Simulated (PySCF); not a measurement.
# C6H10O4Si: what the fields show

The calculation's input:

```
{"job": {"kind": "nmr", "xc": "PBE0", "basis": "pcSseg-1"}, "charge": 0, "multiplicity": 1}
O      2.237487    -1.559790     0.643469
C      2.127073    -0.565811    -0.019747
O      3.079984     0.310395    -0.210220
Si     4.619131     0.122675     0.424299
C      0.840614    -0.194527    -0.778916
O      0.782572    -0.120071    -1.976828
O     -0.149284     0.014777     0.069619
C     -1.437464     0.324766    -0.467034
C     -2.343797     1.068432     0.518954
C     -3.457107     0.046613     0.235271
C     -2.434095    -0.845225    -0.486506
H      4.513604     0.091826     1.878232
H      5.191412    -1.105285    -0.110753
H      5.189994     1.350620    -0.106291
H     -1.307913     0.813225    -1.436019
H     -1.954478     1.000314     1.531686
H     -2.557267     2.106917     0.279536
H     -4.222991     0.433646    -0.432503
H     -3.933473    -0.389721     1.108974
H     -2.709611    -1.215597    -1.470361
H     -2.083313    -1.671234     0.128082
```

Run with:

```sh
OMP_NUM_THREADS=1 python probes_run.py task.json out
```

Geometry: GFN2-xTB.

The calculation used PBE0/pcSseg-1, SCF density, gas phase, non-relativistic (PySCF).

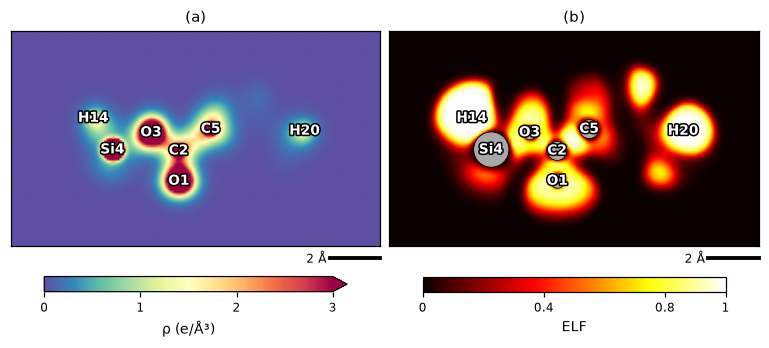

Figure 1. (a) total electron density; (b) electron localisation function on the plane of atoms O1, C2 and C5. Grey discs cover the atomic cores in the ELF map.

Read the bonding off the picture.

- Atoms in the plane: O, C, Si and H.
- C–O (1.20 Å): ρ is about 3.4 e/Å³ halfway; the ELF peaks at about 0.85 between the atoms; a short, multiple covalent bond.
- C–C (1.54 Å): ρ at the midpoint is about 1.7 e/Å³; the ELF peaks at about 1 between the atoms, as expected for a covalent bond.
- Si–O (1.68 Å): the density is about 1 e/Å³ at the midpoint; the ELF peaks at about 0.90 between the atoms: a shared but strongly polarised pair.
- C–O (1.31 Å): ρ at the midpoint is about 2.6 e/Å³; the ELF peaks at about 0.90 between the atoms; a shared but strongly polarised pair.
- Si–H (1.45 Å): ρ at the midpoint is about 0.85 e/Å³; the ELF climbs to about 1 towards the hydrogen, as it does in any bond to H.
- The ELF also peaks beside O1 and O3, away from the bonds: lone-pair regions.

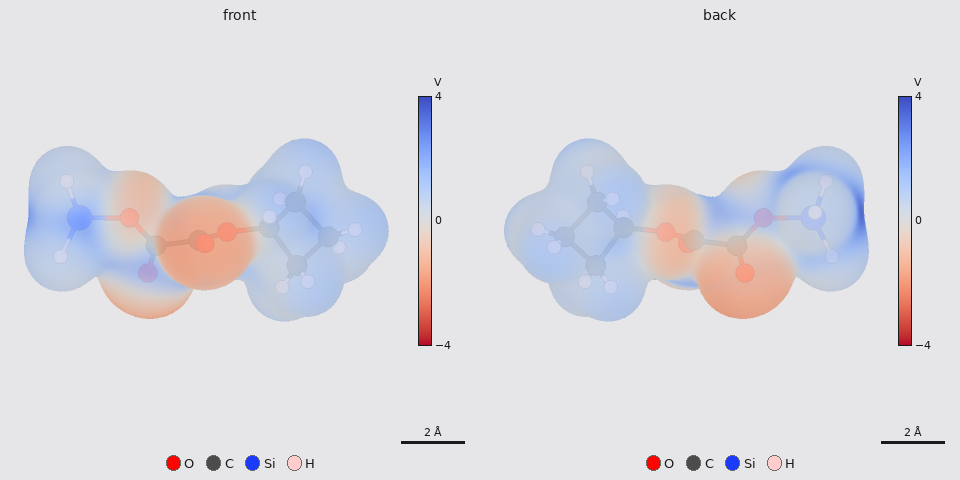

Figure 2. The electrostatic potential painted on the density surface at 0.004 e/bohr³, seen from the front and from behind; red is negative and blue positive.

Describe the electrostatic potential map.

The most negative region (about −1.7 V) lies over O1 and O6, the most positive (about +3.0 V) over Si4.

How polar is the molecule by this calculation?

Its dipole moment is 2.02 D.
